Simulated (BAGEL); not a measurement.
**[SiHBr2]− (SMILES Br[SiH-]Br): HF/STO-3G (density fitting with qzvpp-jkfit)**

What is the vertical ionisation energy of [SiHBr2]− at HF/STO-3G (density fitting with qzvpp-jkfit)? 

Program for the calculation: BAGEL 1.2.2.

## 1. The structure to begin with

The species is [SiHBr2]− (4 atoms), meant as a singlet with charge -1. As SMILES, `Br[SiH-]Br`. The shape is that of a GFN2-xTB optimisation.

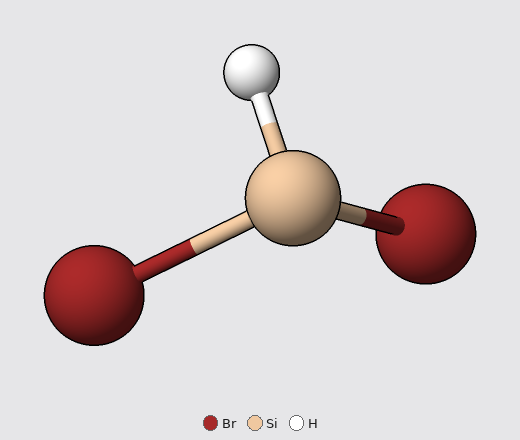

Viewed from a chosen angle; bromine red, silicon light orange, hydrogen white.

## 2. The energy at HF/STO-3G (density fitting with qzvpp-jkfit)

The input, job.json:

```json
{ "bagel": [

{
  "title": "molecule",
  "basis": "sto-3g",
  "df_basis": "qzvpp-jkfit",
  "angstrom": true,
  "geometry": [
    { "atom": "Br", "xyz": [      -2.058060,       0.167830,      -0.209820 ] },
    { "atom": "Si", "xyz": [       0.132470,       0.125520,       0.798800 ] },
    { "atom": "Br", "xyz": [       1.314300,      -1.520160,      -0.510110 ] },
    { "atom": "H", "xyz": [       0.611290,       1.226820,      -0.078870 ] }
  ]
},

{ "title": "hf", "charge": -1 },

{ "title": "print", "file": "orbitals.molden", "orbitals": true }

]}
```

Run with:

```console
BAGEL_NUM_THREADS=1 BAGEL job.json > job.out
```

Standard output:

```text
* using 1 threads per process

  ===============================================================
  ===============================================================

  *** Geometry ***

  { "atom" : "Br", "xyz" : [     -3.889170,      0.317153,     -0.396502 ] },
  { "atom" : "Si", "xyz" : [      0.250332,      0.237198,      1.509513 ] },
  { "atom" : "Br", "xyz" : [      2.483667,     -2.872686,     -0.963968 ] },
  { "atom" : "H", "xyz" : [      1.155171,      2.318354,     -0.149043 ] },

  Number of auxiliary basis functions:      678

  Since a DF basis is specified, we compute 2- and 3-index integrals:
    o Being stored without compression. Storage requirement is 0.011 GB

  Number of basis functions:       46
  Number of electrons      :       85

    * METHOD: MOLECULE                             0.31

  *** RHF ***

  === Nuclear Repulsion ===
   404.2337132642

      * DIIS with orbital gradients will be used.

  === RHF iteration (sto-3g) ===
      0      -5375.45783128          0.00468788           0.09
      1      -5375.49148641          0.00089235           0.08
      2      -5375.49262146          0.00026709           0.08
      3      -5375.49283334          0.00007179           0.08
      4      -5375.49284794          0.00001121           0.08
      5      -5375.49284820          0.00000130           0.08
      6      -5375.49284820          0.00000025           0.08
      7      -5375.49284820          0.00000003           0.08
      8      -5375.49284820          0.00000001           0.08
    * SCF iteration converged.

    * Permanent dipole moment:
           (   -0.021902,    -0.024027,    -0.142259) a.u.

    * METHOD: HF                                   0.91

    * METHOD: PRINT                                0.00

  ===============================================================
```

Wall time 1.4 s (1 thread of Arm Neoverse V2, shared host).

## 3. Doublet neutral SiHBr2, same level

The input, input.json:

```json
{ "bagel": [

{
  "title": "molecule",
  "basis": "sto-3g",
  "df_basis": "qzvpp-jkfit",
  "angstrom": "true",
  "geometry": [
    { "atom": "Br", "xyz": [      -2.058060,       0.167830,      -0.209820 ] },
    { "atom": "Si", "xyz": [       0.132470,       0.125520,       0.798800 ] },
    { "atom": "Br", "xyz": [       1.314300,      -1.520160,      -0.510110 ] },
    { "atom": "H", "xyz": [       0.611290,       1.226820,      -0.078870 ] }
  ]
},

{
  "title": "uhf",
  "nopen": 1
},

{
  "title": "print",
  "file": "orbitals.molden",
  "orbitals": "true"
}

]}
```

Run with:

```console
BAGEL_NUM_THREADS=1 BAGEL input.json > input.out
```

Standard output:

```text
* using 1 threads per process

  ===============================================================
  ===============================================================

  *** Geometry ***

  { "atom" : "Br", "xyz" : [     -3.889170,      0.317153,     -0.396502 ] },
  { "atom" : "Si", "xyz" : [      0.250332,      0.237198,      1.509513 ] },
  { "atom" : "Br", "xyz" : [      2.483667,     -2.872686,     -0.963968 ] },
  { "atom" : "H", "xyz" : [      1.155171,      2.318354,     -0.149043 ] },

  Number of auxiliary basis functions:      678

  Since a DF basis is specified, we compute 2- and 3-index integrals:
    o Being stored without compression. Storage requirement is 0.011 GB

  Number of basis functions:       46
  Number of electrons      :       85

    * METHOD: MOLECULE                             0.31

  *** Open-shell HF ***

  === Nuclear Repulsion ===
   404.2337132642

      * DIIS with orbital gradients will be used.

  === UHF iteration (sto-3g) ===
      0      -5375.40499373          0.01713546           0.17
      1      -5375.51132339          0.00581791           0.16
      2      -5375.52270563          0.00198181           0.16
      3      -5375.52463372          0.00081139           0.16
      4      -5375.52592620          0.00023905           0.16
      5      -5375.52610172          0.00009627           0.16
      6      -5375.52614830          0.00003902           0.16
      7      -5375.52615849          0.00001605           0.16
      8      -5375.52615990          0.00000662           0.16
      9      -5375.52616009          0.00000397           0.16
     10      -5375.52616019          0.00000215           0.16
     11      -5375.52616022          0.00000070           0.16
     12      -5375.52616022          0.00000028           0.16
     13      -5375.52616022          0.00000011           0.16
     14      -5375.52616022          0.00000006           0.16
     15      -5375.52616022          0.00000003           0.16
     16      -5375.52616022          0.00000001           0.16
     17      -5375.52616022          0.00000000           0.16
    * SCF iteration converged.

    * S^2 (UHF) is 0.7602

    * Permanent dipole moment:
           (   -0.430193,    -0.627540,    -1.348121) a.u.

    * METHOD: UHF                                  3.08

    * METHOD: PRINT                                0.00

  ===============================================================
```

It took 3.6 s on 1 thread of Arm Neoverse V2, shared host.

## 4. What came out

Level: HF/STO-3G (density fitting with qzvpp-jkfit).

```
                                                                quantity           value
                                         singlet [SiHBr2]−: total energy  -5375.49285 Eh
                                          singlet [SiHBr2]−: HOMO energy         0.29 eV
                                          singlet [SiHBr2]−: LUMO energy        14.57 eV
singlet [SiHBr2]−: HOMO–LUMO gap (to an unbound level, set by the basis)        14.28 eV
                                    doublet neutral SiHBr2: total energy  -5375.52616 Eh
                                   doublet neutral SiHBr2: dipole moment          3.93 D
                                            doublet neutral SiHBr2: ⟨S²⟩           0.760
                     vertical detachment energy (to the doublet neutral)       -0.906 eV
```

In words: The species is unbound against losing an electron at this level, by 0.91 eV (−20.9 kcal/mol); missing correlation or diffuse functions can give that sign where the real anion is bound. In a minimal basis such a difference can be off by several eV, whatever the method. The HOMO (singlet [SiHBr2]−) lies at positive energy, 0.29 eV: the electron is unbound at this level or held by a compact basis; values depend on the basis.
